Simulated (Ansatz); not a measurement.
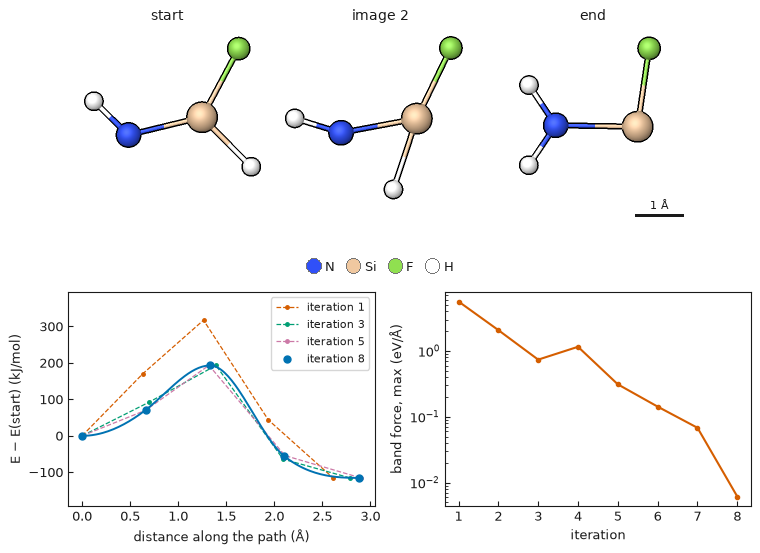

A nudged-elastic-band calculation for SiNH$_{2}$F. Images are numbered from 0 (start) to 4 (end). The plot follows the band through its iterations. The picture is a ball-and-stick view, seen face on.

The calculation used Ansatz, RKS B3LYP-D4/cc-pVDZ.

Input file:
```yaml
crystal:
  periodic: [false, false, false]
  atoms:
    - { symbol: "N", position_ang: [-0.630357, -1.049064, 0.148015] }
    - { symbol: Si, position_ang: [0.341099, 0.218102, 0.07445] }
    - { symbol: F, position_ang: [0.176066, 1.681726, -0.654731] }
    - { symbol: H, position_ang: [-1.545016, -1.059045, -0.305569] }
    - { symbol: H, position_ang: [1.658198, 0.208292, 0.737835] }
basis:
  gaussian: { orbitals: cc-pVDZ }
hamiltonian:
  xc: b3lyp
  dispersion: d4
neb:
  order_check: false
  images: 3
  f_tol: 0.05
  max_iterations: 60
  climbing: true
  final_atoms:
    - { symbol: "N", position_ang: [0.06923782, -0.5369788, 0.27196325] }
    - { symbol: Si, position_ang: [0.75210905, 1.01432154, -0.07410238] }
    - { symbol: F, position_ang: [-0.52411456, 1.61563279, -0.97523762] }
    - { symbol: H, position_ang: [-0.84714948, -0.85018184, -0.04788065] }
    - { symbol: H, position_ang: [0.54990717, -1.24278269, 0.8252574] }
  initial_path:
    images:
      - { positions_ang: [[-0.630357, -1.049064, 0.148015], [0.341099, 0.218102, 0.07445], [0.176066, 1.681726, -0.654731], [-1.545016, -1.059045, -0.305569], [1.658198, 0.208292, 0.737835]] }
      - { positions_ang: [[-0.45143764, -0.94817632, 0.19296235], [0.40802924, 0.38368654, 0.03520777], [0.11956112, 1.78577061, -0.72906115], [-1.36533146, -1.08024254, -0.20638236], [1.28916874, -0.14102729, 0.70727339]] }
      - { positions_ang: [[-0.27251827, -0.84728864, 0.23790971], [0.47495947, 0.54927107, -0.00403446], [0.06305623, 1.88981522, -0.8033913], [-1.18564692, -1.10144007, -0.10719572], [0.92013949, -0.49034658, 0.67671178]] }
      - { positions_ang: [[-0.10164023, -0.69213372, 0.25493648], [0.61353426, 0.78179631, -0.03906842], [-0.23052916, 1.752724, -0.88931446], [-1.0163982, -0.97581096, -0.07753819], [0.73502333, -0.86656464, 0.75098459]] }
      - { positions_ang: [[0.06923782, -0.5369788, 0.27196325], [0.75210905, 1.01432154, -0.07410238], [-0.52411456, 1.61563279, -0.97523762], [-0.84714948, -0.85018184, -0.04788065], [0.54990717, -1.24278269, 0.8252574]] }
```

Launched with:
```bash
ansatz run input.yaml --threads 1 --pin off --max-ram 2048MiB --backend cpu --events-out ev --progress --plain --runs-dir out
```

Question: Judge this run.

Answer: The run is converged, with reservations. The band converged in 8 iterations. The largest component of the band force went from 5.6 to 0.0061 eV/Å. The climbing image converged on the top of the path. Its curvatures weren't checked. So few images resolve the path coarsely. The first iteration put the highest image at 317.4 kJ/mol. The energy climbs by 193.1 kJ/mol to image 2 and then falls by 308.5 kJ/mol, so the end point sits at −115.5 kJ/mol.

The run took 28 s on 1 thread of Arm Neoverse V2, on a shared host, peak memory 0.11 GiB.
